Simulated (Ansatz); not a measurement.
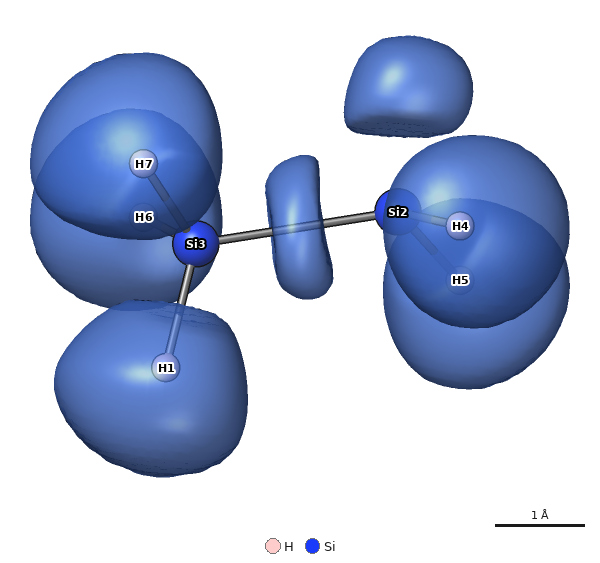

Figure. H$_{5}$Si$_{2}$ (doublet). Isosurface of the electron localisation function at 0.85 (blue), seen from one side. Only the valence region is drawn (cores and ρ < 0.01 e/Å³ removed).

The product side of a reaction path; geometry: PBE0-D4/def2-TZVP.

The calculation used UKS PBE0-D4/def2-TZVPP in Ansatz 0.2.0.

```csv
atom,x (Å),y (Å),z (Å)
H,-0.2565,1.2944,1.4327
Si,0.6979,-1.0886,-0.4875
Si,-0.6216,0.7318,0.1024
H,2.1400,-0.7701,-0.6723
H,0.5491,-2.2719,0.4029
H,-2.0454,0.3063,0.1433
H,-0.4633,1.7979,-0.9216
```

Q: Describe the localisation domains.

A: The ELF exceeds this value in one region between bonded Si–Si atoms (shared pairs), five regions around hydrogen nuclei and one lobe on Si, pointing away from the bonds (non-bonding electrons). Along the contacts the grid gives the following. Si–Si (2.32 Å): the ELF peaks at about 1 between the atoms (localised, covalent bonding). Si–H (1.49 Å): the ELF climbs to about 1 towards the hydrogen, as it does in any bond to H.
